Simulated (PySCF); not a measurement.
C₃H₁₂O₂Si₃ (SMILES C=C(C)[SiH](O[SiH3])O[SiH3])

Input file:

```
{"job": {"kind": "uv", "xc": "B3LYP", "basis": "def2-SVPD", "ip": true}, "charge": 0, "multiplicity": 1}
C     -1.479054    -1.886987     0.717626
C     -1.584328    -0.728025     0.052589
C     -2.818261     0.126294     0.091957
Si    -0.139308    -0.140899    -0.971014
O      1.186825    -1.082946    -0.676288
Si     2.575866    -1.317230     0.196044
O      0.162175     1.435986    -0.566670
Si     1.205950     2.637736    -0.114493
H     -0.571063    -2.496279     0.673808
H     -2.300819    -2.273295     1.333823
H     -3.255796     0.240142    -0.914697
H     -3.590163    -0.299143     0.751443
H     -2.580425     1.143785     0.442684
H     -0.410138    -0.191061    -2.432408
H      2.250456    -1.623924     1.621264
H      3.319669    -2.461471    -0.401426
H      3.426339    -0.089301     0.145932
H      2.242781     2.858121    -1.167158
H      0.423519     3.891162     0.080704
H      1.888373     2.277586     1.165163
```

Run with:

```sh
OMP_NUM_THREADS=1 python probes_run.py task.json out
```

Geometry: PBE0-D3(BJ)/def2-SVP.

The calculation used B3LYP/def2-SVPD, SCF density, gas phase in PySCF 2.14.0.

### Predict the electron density and electron localisation function between the atoms.

C–C (1.34 Å): ρ at the midpoint is about 2.3 e/Å³; the ELF peaks at about 0.90 between the atoms (a short, multiple covalent bond).
C–Si (1.87 Å): the density is about 1 e/Å³ at the midpoint; the ELF peaks at about 1 between the atoms (a covalent bond).
C–H (1.09 Å): ρ at the midpoint is about 2 e/Å³; the ELF climbs to about 1 towards the hydrogen, as it does in any bond to H; a covalent bond by its length.
C–C (1.50 Å): ρ at the midpoint is about 1.7 e/Å³; the ELF peaks at about 0.95 between the atoms (a shared electron pair).

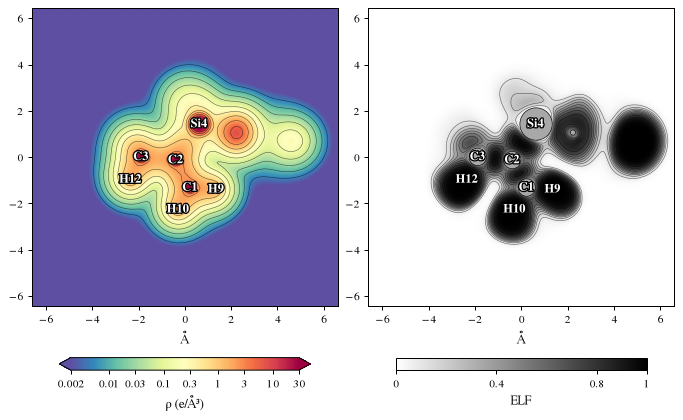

Computed electron density and electron localisation function on the plane of atoms C2, C1 and H10, in this order. Grey discs cover the atomic cores in the ELF map. 
